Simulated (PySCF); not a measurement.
```yaml
atoms:
  - { symbol: C, position_ang: [-1.8469, -0.4690, 0.8090] }
  - { symbol: C, position_ang: [-1.3280, 0.5202, -0.1628] }
  - { symbol: Cl, position_ang: [-2.4434, 1.3608, -1.1386] }
  - { symbol: C, position_ang: [0.1062, 0.5742, -0.5430] }
  - { symbol: C, position_ang: [1.0260, 0.9735, 0.6472] }
  - { symbol: O, position_ang: [1.4627, -0.2647, 1.1500] }
  - { symbol: C, position_ang: [1.6126, -1.0688, 0.0215] }
  - { symbol: O, position_ang: [0.5891, -0.7331, -0.8783] }
  - { symbol: H, position_ang: [-1.0611, -0.7242, 1.5172] }
  - { symbol: H, position_ang: [-2.7100, -0.0723, 1.3431] }
  - { symbol: H, position_ang: [-2.1633, -1.3929, 0.3116] }
  - { symbol: H, position_ang: [0.2509, 1.2424, -1.3990] }
  - { symbol: H, position_ang: [0.5017, 1.5065, 1.4379] }
  - { symbol: H, position_ang: [1.8750, 1.5687, 0.2856] }
  - { symbol: H, position_ang: [2.5963, -0.8930, -0.4584] }
  - { symbol: H, position_ang: [1.5247, -2.1194, 0.3132] }
```

Geometry: GFN2-xTB.

Theory: UKS B3LYP, pcH-1 on C Cl H O, non-relativistic, mean-field spin-orbit, GIAO in PySCF 2.14.0, density-fitted response routines.

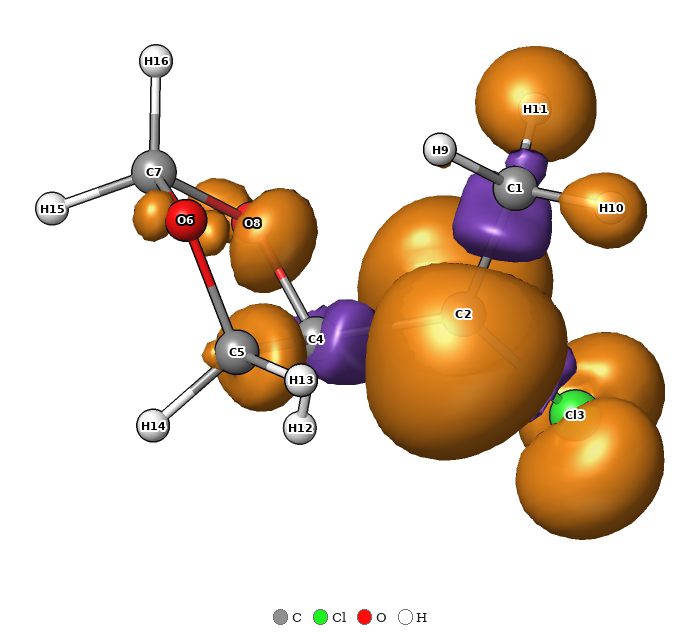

C₅H₈ClO₂ (doublet). Isosurfaces of the spin density at +0.015 (orange) and −0.015 e/Å³ (purple), seen at a tilt.

Q: Describe the spin distribution.

A: The unpaired spin (1 electron) lies mostly on C2 (about 0.6) and Cl3 (about 0.2), in electrons by Hirshfeld's partition.
